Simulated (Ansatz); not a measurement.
```yaml
atoms:
  - { symbol: Al, position_ang: [0.4192, 0.2399, 0.3879] }
  - { symbol: C, position_ang: [-1.0445, 0.5787, -0.8015] }
  - { symbol: S, position_ang: [1.0394, -1.8444, 0.6205] }
  - { symbol: H, position_ang: [-1.5708, -0.1970, -1.3547] }
  - { symbol: H, position_ang: [-1.4456, 1.5706, -1.0024] }
  - { symbol: H, position_ang: [1.1829, 1.3670, 1.1909] }
  - { symbol: H, position_ang: [2.0187, -1.5417, 1.4893] }
```

Geometry: PBE0-D4/def2-TZVP.

All numbers below come from UKS PBE0-D4/def2-TZVPP (Ansatz 0.2.0).

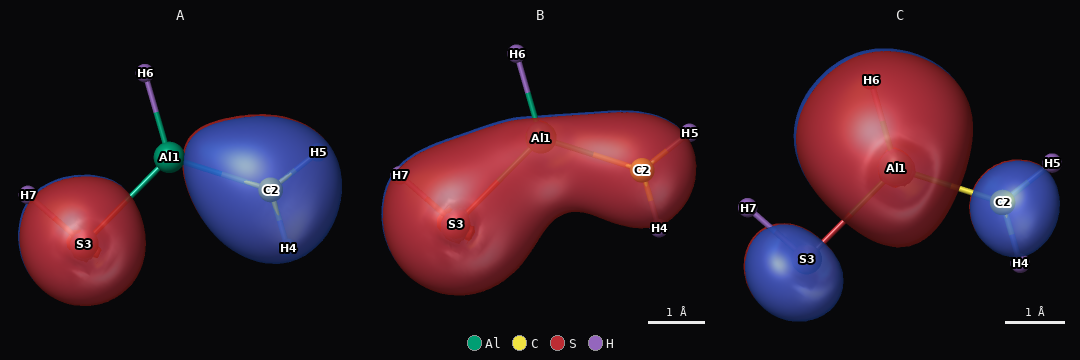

CH4AlS (doublet). Three frontier orbitals at ±0.08 Å⁻³ᐟ² (red and blue are the two phases), in no order.

Question: Order the three orbitals by energy and name them. All are α orbitals.

Answer: B is the HOMO−1 (α) (−7.90 eV). It lies mainly on S3 (about 60 %), C2 (about 20 %) and Al1 (about 15 %); it changes sign across the molecular plane (π type); π-bonding across Al1–C2. A is the HOMO (α) (−7.19 eV). By Hirshfeld shares it lies mainly on C2 (about 50 %) and S3 (about 25 %); it changes sign across the molecular plane (π type); π-antibonding (a node) across Al1–S3. C is the LUMO (α) (−0.60 eV). By Hirshfeld shares it lies mainly on Al1 (about 70 %), S3 (about 10 %), C2 (about 10 %) and H6 (about 5 %); it changes sign across the molecular plane (π type).

Question: What is the gap between the highest occupied and lowest empty α orbitals?

Answer: 6.59 eV between the orbital energies.
